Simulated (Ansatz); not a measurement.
# Rhodium, beta-Sn type under r²SCAN: ground state and equation of state

Aim: take rhodium in the beta-Sn type structure, relax it, solve it on a dense k-mesh, switch on spin-orbit coupling, then scale the cell to 7 volumes from 88 to 112 % of the relaxed one and try a fit of the equation of state. The k-meshes are 14×14×9 for the relaxation; 22×22×12 for the dense run; 13×13×7 for spin-orbit coupling; 15×15×8 for the volumes.

Computed with Ansatz 0.2.0 (DFT r2SCAN, plane waves (500 eV) with PAW, scalar-relativistic; the PAW data stem from PBE, with regenerated cores, unless a step says otherwise).

## Step 1: The structure to begin with

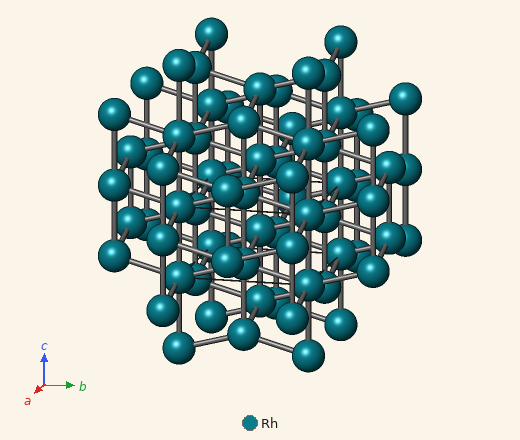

Start, viewed slightly off an axis; rhodium blue. 1×1×2 conventional cells are drawn; the run uses a primitive one. Any atoms on the faces are drawn again on the opposite ones, and bonded neighbours outside are added.

Coordinates:

```cif
data_structure
_symmetry_space_group_name_H-M 'I4_1/amd:1'
_symmetry_Int_Tables_number 141
_cell_length_a 4.7294
_cell_length_b 4.7294
_cell_length_c 2.5822
_cell_angle_alpha 90.000
_cell_angle_beta 90.000
_cell_angle_gamma 90.000
_cell_volume 57.76
loop_
_atom_site_label
_atom_site_type_symbol
_atom_site_symmetry_multiplicity
_atom_site_Wyckoff_symbol
_atom_site_fract_x
_atom_site_fract_y
_atom_site_fract_z
_atom_site_occupancy
Rh1 Rh 4 a 0.00000 0.00000 0.00000 1
```

## Step 2: Geometry optimisation

Contents of input.yaml:

```yaml
crystal:
  lattice:
    - [-2.3646850272, 2.3646850272, 1.2911180249]
    - [2.3646850272, -2.3646850272, 1.2911180249]
    - [2.3646850272, 2.3646850272, -1.2911180249]
  atoms:
    - { symbol: Rh, position: [0.0, 0.0, 0.0] }
    - { symbol: Rh, position: [0.75, 0.25, 0.5] }
hamiltonian:
  xc: r2scan
  pseudopotentials:
    kind: paw
    azcp:
      Rh: "pseudopotentials/Rh.paw.azcp"
basis:
  ecutwfc: 500
  fft_grid_basis: typed
kpoints:
  mp_grid: { grid: [14, 14, 9], shift: [0, 0, 0] }
magnetization:
  spin_polarized: false
scf:
  occupations: { method: fermi_dirac, width: 0.1 }
relax:
  max_steps: 60
  f_tol: 0.01
  cell: {}
output:
  write_density: true
  write_potential: true
  elf: true
  volumetric_format: npy
```

Launch:

```console
$ ansatz run input.yaml --threads 1 --pin off --max-ram 3584MiB --backend cpu --events-out ev --progress --plain --runs-dir out
```

Log:

```text
Warning: crystal.symmetry: narrowed to the stabiliser of the k-point mesh — unitary ops 16 → 4; excluded 12 operations that carry a point of the 14×14×9 mesh (shift [0, 0, 0]) off the mesh (the run samples exactly the mesh kpoints.mp_grid names, as under crystal.symmetry.detect: false, and its converged state has the mesh's symmetry, not the crystal's; ε∞, the Born charges and the force constants of a linear response (`dielectric:` by the response, `phonons.method: dfpt`) are averaged over those of the crystal's operations that the state keeps within a tolerance, where `mesh_tensors`, `unaveraged_element` or `gamma_mean_max_change_ev_ang2` stands beside them; a row that `dielectric.field_direction` solves alone is averaged likewise, with nothing beside; a Γ-centred mesh of equal divisions is mapped onto itself by every operation and keeps the whole group, as does a half-shifted one under kpoints.further_shifts: images)
Engine: ansatz 0.2.0, x86_64-unknown-linux-gnu
Pseudopotentials: kind: paw
Pseudopotential: Rh, paw, valence charge 17, recommended cutoff 500 eV (meta_gga), <dir>
Functional definition: r2SCAN
  parameter k0 = 0.174
  parameter k1 = 0.065
  parameter a1 = 4.9479
  exchange = r2scan_x(k0 = k0, k1 = k1, a1 = a1)
  correlation = r2scan_c
Crystal: 2 atoms, lattice volume = 28.878 Å³
Basis set: ecut = 500 eV, 749 PW (Γ), exchange–correlation on 108×108×108 points (64 copies of the dense FFT grid, shifted against one another)
Bands: 21, of which v1, the nominal top of the filled ones, is band 17 counted from 1 (16 counted from 0)
Symmetry: 4 space group operations
k-points: 477 of 1764
Non-local potential: Rh, projectors of the file, l = 0: 3, l = 1: 2, l = 2: 2, l = 3: 1
PAW form: soft (Blöchl's): semilocal exchange-correlation on the pseudo side does not see the compensation charge
PAW frozen core: Rh, regenerated for the run's functional (the file was generated under x = pbe(κ = 0.804, μ = 0.2195149727645171), c = pbe(β = 0.06672455060314922))
PAW one-centre angular grid: Rh, 590 points (default); XC on 160 Gauss nodes
Initial density: superposition of atomic densities (neutral atoms: chi_scale 0, normalization atom), corrected by the library's trained network
Initial wavefunctions: pseudopotential atomic-orbital guess
Functional: x = r2scan, c = r2scan; τ floored in thin density (d = 2e-4 eV/Å³)
SCF iter   1: F=—  HF=-12829.376933 eV  |F-HF|=—  |Δ(HF+E_count)|=         —  Δρ=1.27e-2  dr2=1.74e-2  dr2_τ=2.47e-2  ethr=1.77e-3  ⟨swp⟩=5.2  Hψ=42591  notcnv=0
preconditioner: auto → Kerker (q_TF=auto, 2.804 Å⁻¹)  [metal: Δε(μ)=0.003 eV  Ē_g=7.521 eV  σ=0.100 eV  W_gap=0.01  n_scr=16 (ndim 8)  ℏωp=29.3 eV  f_vac=0.000  D(μ)=2.74/eV (n_scr^D=36)]
SCF iter   2: F=—  HF=-12829.408906 eV  |F-HF|=—  |Δ(HF+E_count)|=   3.20e-2  Δρ=8.15e-3  dr2=1.04e-2  dr2_τ=6.66e-4  ethr=5.13e-5  ⟨swp⟩=2.1  Hψ=17729  notcnv=0
SCF iter   3: F=—  HF=-12829.410172 eV  |F-HF|=—  |Δ(HF+E_count)|=   1.27e-3  Δρ=1.78e-3  dr2=4.86e-4  dr2_τ=2.16e-4  ethr=3.05e-5  ⟨swp⟩=2.0  Hψ=13991  notcnv=0
SCF iter   4: F=—  HF=-12829.410425 eV  |F-HF|=—  |Δ(HF+E_count)|=   2.53e-4  Δρ=6.12e-4  dr2=5.84e-5  dr2_τ=1.34e-5  ethr=1.43e-6  ⟨swp⟩=2.9  Hψ=19540  notcnv=0
SCF iter   5: F=—  HF=-12829.410507 eV  |F-HF|=—  |Δ(HF+E_count)|=   8.25e-5  Δρ=2.32e-4  dr2=1.35e-5  dr2_τ=5.78e-7  ethr=1.72e-7  ⟨swp⟩=2.0  Hψ=14197  notcnv=0
SCF iter   6: F=—  HF=-12829.410526 eV  |F-HF|=—  |Δ(HF+E_count)|=   1.86e-5  Δρ=7.52e-5  dr2=1.24e-6  dr2_τ=5.33e-8  ethr=3.97e-8  ⟨swp⟩=2.0  Hψ=14402  notcnv=0
SCF iter   7: F=—  HF=-12829.410527 eV  |F-HF|=—  |Δ(HF+E_count)|=   1.01e-6  Δρ=2.22e-5  dr2=1.19e-7  dr2_τ=4.64e-9  ethr=3.66e-9  ⟨swp⟩=2.0  Hψ=14395  notcnv=0
SCF iter   8: F=-12829.410527 eV  HF=-12829.410527 eV  |F-HF|=2.49e-9  |Δ(HF+E_count)|=   1.13e-7  Δρ=4.79e-6  dr2=5.33e-9  dr2_τ=2.90e-10  ethr=2.94e-10  ⟨swp⟩=8.3  Hψ=63124  notcnv=0
SCF 1 converged in 8 iterations: F = -12829.410527 eV  dr2 = 5.33e-9
relax step   1: F+E_penalty+E_count = -12829.41052676 eV  Δ(F+E_penalty+E_count) = +0.000e0 eV  max|allowed force component| = 6.161e-4 eV/Å  Δτ_max = 0.0000 Å  P = +13.446 GPa  Ω = 28.878 Å³  (8 SCF iters, dr2 threshold 1.00e-7 eV, accepted)
[... from here on, the SCF cycles and remarks between the steps are left out ...]
relax step   2: F+E_penalty+E_count = -12829.49129170 eV  Δ(F+E_penalty+E_count) = -8.076e-2 eV  max|allowed force component| = 2.526e-4 eV/Å  Δτ_max = 0.0001 Å  P = -4.559 GPa  Ω = 31.143 Å³  energy of the carried Pulay correction = -6.056e-4 eV  (9 SCF iters, dr2 threshold 2.00e-7 eV, accepted)
relax step   3: F+E_penalty+E_count = -12829.50117445 eV  Δ(F+E_penalty+E_count) = -9.883e-3 eV  max|allowed force component| = 1.740e-4 eV/Å  Δτ_max = 0.0000 Å  P = -1.015 GPa  Ω = 30.623 Å³  energy of the carried Pulay correction = -4.659e-4 eV  (7 SCF iters, dr2 threshold 2.00e-7 eV, accepted)
relax step   4: F+E_penalty+E_count = -12829.50233542 eV  Δ(F+E_penalty+E_count) = -1.161e-3 eV  max|allowed force component| = 5.980e-5 eV/Å  Δτ_max = 0.0002 Å  P = +0.016 GPa  Ω = 30.502 Å³  energy of the carried Pulay correction = -4.295e-4 eV  (5 SCF iters, dr2 threshold 2.00e-7 eV, accepted)
relax step   5: F+E_penalty+E_count = -12829.50236275 eV  Δ(F+E_penalty+E_count) = -2.733e-5 eV  max|allowed force component| = 3.995e-4 eV/Å  Δτ_max = 0.0001 Å  P = -0.014 GPa  Ω = 30.502 Å³  energy of the carried Pulay correction = -4.302e-4 eV  (4 SCF iters, dr2 threshold 9.29e-8 eV, accepted)
relax step   6: F+E_penalty+E_count = -12829.50268346 eV  Δ(F+E_penalty+E_count) = -3.207e-4 eV  max|allowed force component| = 3.642e-3 eV/Å  Δτ_max = 0.0024 Å  P = -0.021 GPa  Ω = 30.500 Å³  energy of the carried Pulay correction = -4.299e-4 eV  (6 SCF iters, dr2 threshold 1.26e-8 eV, accepted)
relax step   7: F+E_penalty+E_count = -12829.51552034 eV  Δ(F+E_penalty+E_count) = -1.284e-2 eV  max|allowed force component| = 1.773e-3 eV/Å  Δτ_max = 0.0166 Å  P = +0.007 GPa  Ω = 30.440 Å³  energy of the carried Pulay correction = -4.176e-4 eV  (7 SCF iters, dr2 threshold 2.00e-7 eV, accepted)
relax step   8: F+E_penalty+E_count = -12829.58998414 eV  Δ(F+E_penalty+E_count) = -7.446e-2 eV  max|allowed force component| = 5.835e-2 eV/Å  Δτ_max = 0.0280 Å  P = -0.183 GPa  Ω = 30.260 Å³  energy of the carried Pulay correction = -3.758e-4 eV  (8 SCF iters, dr2 threshold 2.00e-7 eV, accepted)
relax step   9: F+E_penalty+E_count = -12829.71058181 eV  Δ(F+E_penalty+E_count) = -1.206e-1 eV  max|allowed force component| = 1.315e-1 eV/Å  Δτ_max = 0.0288 Å  P = +0.586 GPa  Ω = 29.911 Å³  energy of the carried Pulay correction = -2.843e-4 eV  (7 SCF iters, dr2 threshold 2.00e-7 eV, accepted)
relax step  10: F+E_penalty+E_count = -12829.80904490 eV  Δ(F+E_penalty+E_count) = -9.846e-2 eV  max|allowed force component| = 7.403e-2 eV/Å  Δτ_max = 0.0259 Å  P = +2.823 GPa  Ω = 29.461 Å³  energy of the carried Pulay correction = -1.722e-4 eV  (7 SCF iters, dr2 threshold 2.00e-7 eV, accepted)
relax step  11: F+E_penalty+E_count = -12829.83637613 eV  Δ(F+E_penalty+E_count) = -2.733e-2 eV  max|allowed force component| = 2.562e-3 eV/Å  Δτ_max = 0.0166 Å  P = +0.384 GPa  Ω = 29.681 Å³  energy of the carried Pulay correction = -2.354e-4 eV  (7 SCF iters, dr2 threshold 2.00e-7 eV, accepted)
relax step  12: F+E_penalty+E_count = -12829.83935565 eV  Δ(F+E_penalty+E_count) = -2.980e-3 eV  max|allowed force component| = 5.382e-4 eV/Å  Δτ_max = 0.0028 Å  P = -1.074 GPa  Ω = 29.812 Å³  energy of the carried Pulay correction = -2.706e-4 eV  (6 SCF iters, dr2 threshold 2.00e-7 eV, accepted)
relax step  13: F+E_penalty+E_count = -12829.85583149 eV  Δ(F+E_penalty+E_count) = -1.648e-2 eV  max|allowed force component| = 5.678e-2 eV/Å  Δτ_max = 0.0089 Å  P = -1.680 GPa  Ω = 29.614 Å³  energy of the carried Pulay correction = -2.166e-4 eV  (7 SCF iters, dr2 threshold 2.00e-7 eV, accepted)
relax step  14: F+E_penalty+E_count = -12829.89152666 eV  Δ(F+E_penalty+E_count) = -3.570e-2 eV  max|allowed force component| = 2.666e-2 eV/Å  Δτ_max = 0.0012 Å  P = -0.515 GPa  Ω = 29.084 Å³  energy of the carried Pulay correction = -6.922e-5 eV  (7 SCF iters, dr2 threshold 2.00e-7 eV, accepted)
relax step  15: F+E_penalty+E_count = -12829.99243867 eV  Δ(F+E_penalty+E_count) = -1.009e-1 eV  max|allowed force component| = 7.986e-2 eV/Å  Δτ_max = 0.0035 Å  P = +0.501 GPa  Ω = 28.452 Å³  energy of the carried Pulay correction = +1.099e-4 eV  (8 SCF iters, dr2 threshold 2.00e-7 eV, accepted)
relax step  16: F+E_penalty+E_count = -12830.15938230 eV  Δ(F+E_penalty+E_count) = -1.669e-1 eV  max|allowed force component| = 1.869e-1 eV/Å  Δτ_max = 0.0233 Å  P = -4.238 GPa  Ω = 28.295 Å³  energy of the carried Pulay correction = +1.508e-4 eV  (6 SCF iters, dr2 threshold 2.00e-7 eV, accepted)
relax step  17: F+E_penalty+E_count = -12830.30124139 eV  Δ(F+E_penalty+E_count) = -1.419e-1 eV  max|allowed force component| = 3.039e-1 eV/Å  Δτ_max = 0.0208 Å  P = +2.466 GPa  Ω = 27.171 Å³  energy of the carried Pulay correction = +4.851e-4 eV  (6 SCF iters, dr2 threshold 2.00e-7 eV, accepted)
relax step  18: F+E_penalty+E_count = -12830.35639924 eV  Δ(F+E_penalty+E_count) = -5.516e-2 eV  max|allowed force component| = 1.278e-1 eV/Å  Δτ_max = 0.1125 Å  P = -2.660 GPa  Ω = 27.463 Å³  energy of the carried Pulay correction = +4.052e-4 eV  (7 SCF iters, dr2 threshold 2.00e-7 eV, accepted)
relax step  19: F+E_penalty+E_count = -12830.36228078 eV  Δ(F+E_penalty+E_count) = -5.882e-3 eV  max|allowed force component| = 2.318e-2 eV/Å  Δτ_max = 0.0457 Å  P = +1.006 GPa  Ω = 27.248 Å³  energy of the carried Pulay correction = +4.704e-4 eV  (6 SCF iters, dr2 threshold 2.00e-7 eV, accepted)
relax step  20: F+E_penalty+E_count = -12830.35191514 eV  Δ(F+E_penalty+E_count) = +1.037e-2 eV  max|allowed force component| = 1.783e-1 eV/Å  Δτ_max = 0.0261 Å  P = -2.632 GPa  Ω = 27.404 Å³  energy of the carried Pulay correction = +4.187e-4 eV  (6 SCF iters, dr2 threshold 2.00e-7 eV, rejected (line search))
relax step  21: F+E_penalty+E_count = -12830.36453897 eV  Δ(F+E_penalty+E_count) = -2.258e-3 eV  max|allowed force component| = 2.026e-3 eV/Å  Δτ_max = 0.0127 Å  P = -0.137 GPa  Ω = 27.266 Å³  energy of the carried Pulay correction = +4.651e-4 eV  (9 SCF iters, accepted)
relax step  22: F+E_penalty+E_count = -12830.36463388 eV  Δ(F+E_penalty+E_count) = -9.491e-5 eV  max|allowed force component| = 1.934e-4 eV/Å  Δτ_max = 0.0009 Å  P = +0.014 GPa  Ω = 27.261 Å³  energy of the carried Pulay correction = +4.658e-4 eV  (4 SCF iters, dr2 threshold 2.00e-7 eV, accepted)
relax step  23: F+E_penalty+E_count = -12830.45817596 eV  Δ(F+E_penalty+E_count) = -9.354e-2 eV  max|allowed force component| = 8.769e-3 eV/Å  Δτ_max = 0.0000 Å  P = +4.270 GPa  Ω = 27.261 Å³  stress off target by 1.26e1 GPa  SCF on the basis re-selected at this cell (its energy is not comparable with the rows above)  (8 SCF iters)
relax step  24: F+E_penalty+E_count = -12830.49672979 eV  Δ(F+E_penalty+E_count) = -3.855e-2 eV  max|allowed force component| = 1.017e-3 eV/Å  Δτ_max = 0.0163 Å  P = +1.666 GPa  Ω = 27.430 Å³  energy of the carried Pulay correction = -5.972e-5 eV  (6 SCF iters, dr2 threshold 2.00e-7 eV, accepted)
relax step  25: F+E_penalty+E_count = -12830.50442011 eV  Δ(F+E_penalty+E_count) = -7.690e-3 eV  max|allowed force component| = 1.792e-2 eV/Å  Δτ_max = 0.0090 Å  P = +0.412 GPa  Ω = 27.534 Å³  energy of the carried Pulay correction = -9.668e-5 eV  (6 SCF iters, dr2 threshold 2.00e-7 eV, accepted)
relax step  26: F+E_penalty+E_count = -12830.50469520 eV  Δ(F+E_penalty+E_count) = -2.751e-4 eV  max|allowed force component| = 2.533e-3 eV/Å  Δτ_max = 0.0038 Å  P = -0.062 GPa  Ω = 27.580 Å³  energy of the carried Pulay correction = -1.096e-4 eV  (5 SCF iters, dr2 threshold 2.00e-7 eV, accepted)
relax step  27: F+E_penalty+E_count = -12830.50470026 eV  Δ(F+E_penalty+E_count) = -5.056e-6 eV  max|allowed force component| = 6.837e-5 eV/Å  Δτ_max = 0.0006 Å  P = +0.007 GPa  Ω = 27.573 Å³  energy of the carried Pulay correction = -1.080e-4 eV  (4 SCF iters, dr2 threshold 2.36e-8 eV, accepted)
relax step  28: F+E_penalty+E_count = -12830.50486448 eV  Δ(F+E_penalty+E_count) = -1.642e-4 eV  max|allowed force component| = 7.977e-5 eV/Å  Δτ_max = 0.0000 Å  P = +0.013 GPa  Ω = 27.573 Å³  stress off target by 2.65e-2 GPa  SCF on the basis re-selected at this cell (its energy is not comparable with the rows above)  (7 SCF iters)
basis re-selected at this cell: Δ(F+E_penalty+E_count) = -1.642e-4 eV, ΔP = +0.006 GPa vs the last step (what re-selecting the basis moved, of the pressure what is left beyond the Pulay correction that the steps carried, after the strain that the cell walked since its last selection, with what the two solves' SCF thresholds leave and, on support functions, any second-order correction that the steps lacked; it is no measure of the basis error at this ecutwfc). This SCF's stress stands 2.65e-2 GPa from its target on what of the cell is left free (relax.cell.stress_tol is 5.00e-2 GPa) and its largest allowed force component is 7.98e-5 eV/Å (relax.f_tol is 1.00e-2 eV/Å): within both
SCF converged after 7 iterations
Free energy (F): -12830.504864 eV
Harris-Foulkes:  -12830.504864 eV  (|F-HF|=1.82e-12)
Internal energy: -12830.397958 eV  (E = F + TS)
E sigma→0 (E₀):  -12830.451411 eV
Entropy (-TS):   -0.106906 eV (-53.453 meV/atom)
Fermi energy:    22.225734 eV
--- Per-component energies (eV) ---
  E_band       = -206.465703
  E_kinetic    = 1146.423944
  E_local      = -3136.812769  (includes V_loc(G=0)·N_el)
  E_nonlocal   = 711.015862
  E_hartree    = 1104.066894
  E_xc         = -433.517616
  E_vxc        = -628.137508  (∫ρ·V_xc dr)
  E_paw        = -7208.523517  (= ΣΔE_a)
  E_vpaw       = -549.600693  (= ΣTr[D̂ρ^β])
  E_aug_tail   = 0.001317  (compensation charges beyond the density's cutoff)
  E_vtau       = 42.510384  (kinetic-family band-sum trace: ∫τ·v_τ [+ j·A + Jᵃ·Aᵃ] dr)
  E_ewald      = -5012.312154
  E_core_change = -0.739919  (= ΣΔE_core)
  E_smearing   = -0.106906  (= −TS)
  E_closure    = 0.000000  (closes the sum)
  Σ components = -12830.504864   (vs F -12830.504864, Δ=0.00e0)
--- Forces (eV/Å), atoms counted from 1 ---
  atom   1  Rh     0.00007977    -0.00007977     0.00000000
  atom   2  Rh    -0.00007977     0.00007977    -0.00000000
  max |Σ_I F_I| component: 0.00e0 eV/Å
--- Stress (GPa, compression-positive) ---
        0.013693       0.010463       0.004328
        0.010463       0.013693       0.004328
        0.004328       0.004328       0.010500
  P = ⅓ Tr σ = 0.0126 GPa (0.126 kbar)
--- Band table (eV; the first three rows and the last of 477) ---
  k-point 0: bands = ["-58.9804", "-58.8513", "-26.4238", "-25.7360", "-25.7360", "-25.6278", "-25.6209", "-25.6209", "13.9945", "15.8306", "19.0570", "19.0935", "19.0940", "19.6351", "19.6356", "20.2124", "20.2125", "22.3651", "22.3653", "23.1652", "31.3568"]
  k-point 1: bands = ["-58.9765", "-58.8553", "-26.4006", "-25.7325", "-25.7325", "-25.6527", "-25.6244", "-25.6244", "14.1271", "15.8687", "19.0043", "19.0313", "19.0318", "19.5730", "19.5735", "20.3626", "20.3627", "22.3593", "22.3594", "22.6623", "32.0159"]
  k-point 2: bands = ["-58.9654", "-58.8666", "-26.3335", "-25.7239", "-25.7226", "-25.7226", "-25.6344", "-25.6344", "14.5074", "15.9661", "18.8706", "18.9288", "18.9293", "19.4136", "19.4141", "20.7176", "20.7177", "21.5208", "22.3160", "22.3161", "33.6212"]
  k-point 476: bands = ["-58.8434", "-58.8360", "-26.3658", "-26.3393", "-25.8548", "-25.8301", "-25.8145", "-25.7974", "15.8578", "16.1055", "17.1901", "17.4183", "20.1576", "20.8236", "21.4488", "22.4200", "22.8157", "22.8593", "24.6129", "25.5870", "32.0556"]
--- Relaxed structure (26 steps of the walk, 25 accepted, 2 SCFs on fresh bases) ---
  F+E_penalty+E_count = -12830.50486448 eV   max|allowed force component| = 7.977e-5 eV/Å   (the final SCF, on the basis selected at the relaxed cell)
  cell:  # Å, volume = 27.5734 Å³
    - [-1.4937083287703614, 1.8177901752280694, 1.33230596859011]
    - [1.8177901752280694, -1.4937083287703614, 1.33230596859011]
    - [3.035016814200404, 3.035016814200404, -0.7387494732687571]
  atoms:
    - { symbol: Rh, position: [0.04166783263873299, -0.04166783263873299, 0.0] }
    - { symbol: Rh, position: [0.708332167361267, 0.29166783263873297, 0.5000000000000001] }
```

Wall time 20 min (1 thread of Intel Xeon Platinum 8259CL at 2.50GHz (Skylake/Cascade Lake), shared host); peak memory 0.86 GiB.

Step by step:

| step | energy change (meV/atom) | largest force (eV/Å) | pressure (GPa) | volume (Å³/atom) | accepted |
| --- | --- | --- | --- | --- | --- |
| 1 | 0.00 | 0.0006 | 13.45 | 14.439 | yes |
| 2 | -40.38 | 0.0003 | -4.56 | 15.572 | yes |
| 3 | -45.32 | 0.0002 | -1.02 | 15.311 | yes |
| 4 | -45.90 | 0.0001 | 0.02 | 15.251 | yes |
| 5 | -45.92 | 0.0004 | -0.01 | 15.251 | yes |
| 6 | -46.08 | 0.0036 | -0.02 | 15.250 | yes |
| 7 | -52.50 | 0.0018 | 0.01 | 15.220 | yes |
| 8 | -89.73 | 0.0583 | -0.18 | 15.130 | yes |
| 9 | -150.03 | 0.1315 | 0.59 | 14.955 | yes |
| 10 | -199.26 | 0.0740 | 2.82 | 14.730 | yes |
| 11 | -212.92 | 0.0026 | 0.38 | 14.841 | yes |
| 12 | -214.41 | 0.0005 | -1.07 | 14.906 | yes |
| 13 | -222.65 | 0.0568 | -1.68 | 14.807 | yes |
| 14 | -240.50 | 0.0267 | -0.51 | 14.542 | yes |
| 15 | -290.96 | 0.0799 | 0.50 | 14.226 | yes |
| 16 | -374.43 | 0.1869 | -4.24 | 14.148 | yes |
| 17 | -445.36 | 0.3039 | 2.47 | 13.585 | yes |
| 18 | -472.94 | 0.1278 | -2.66 | 13.731 | yes |
| 19 | -475.88 | 0.0232 | 1.01 | 13.624 | yes |
| 20 | -470.69 | 0.1783 | -2.63 | 13.702 | no |
| 21 | -477.01 | 0.0020 | -0.14 | 13.633 | yes |
| 22 | -477.05 | 0.0002 | 0.01 | 13.631 | yes |
| 23 | -523.82 | 0.0088 | 4.27 | 13.631 | yes |
| 24 | -543.10 | 0.0010 | 1.67 | 13.715 | yes |
| 25 | -546.95 | 0.0179 | 0.41 | 13.767 | yes |
| 26 | -547.08 | 0.0025 | -0.06 | 13.790 | yes |
| 27 | -547.09 | 0.0001 | 0.01 | 13.787 | yes |
| 28 | -547.17 | 0.0001 | 0.01 | 13.787 | yes |

Steps that repeat a cell are solved on a basis chosen anew, so their changes of energy are no gain of the relaxation.

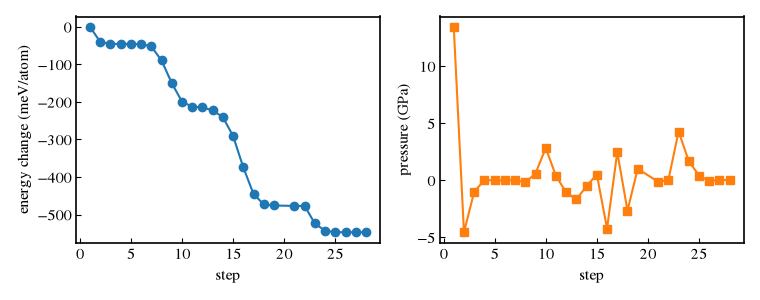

Energy and pressure over the accepted steps.

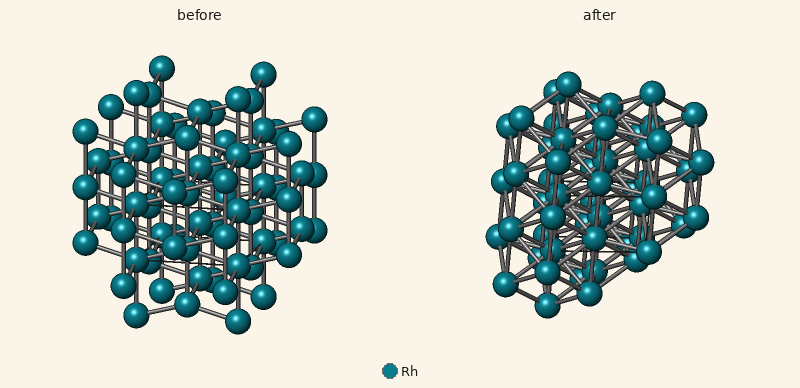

Start and end of the relaxation side by side. The cells drawn are those of the first picture.

Changes in the cell that was computed:

|  | before | after | change |
| --- | --- | --- | --- |
| a (Å) | 3.585 | 2.704 | -24.6 % |
| b (Å) | 3.585 | 2.704 | -24.6 % |
| c (Å) | 3.585 | 4.355 | +21.5 % |
| α (°) | 97.45 | 90.00 | -7.6 % |
| β (°) | 97.45 | 90.00 | -7.6 % |
| γ (°) | 137.78 | 120.00 | -12.9 % |
| volume (Å³/atom) | 14.439 | 13.787 | -4.5 % |
| shortest distance (Å) | 2.451 | 2.679 | +9.3 % |
| space group (spins left aside) | I4_1/amd | P6_3/mmc | changed |

(Part 1 of 2 ends here.)
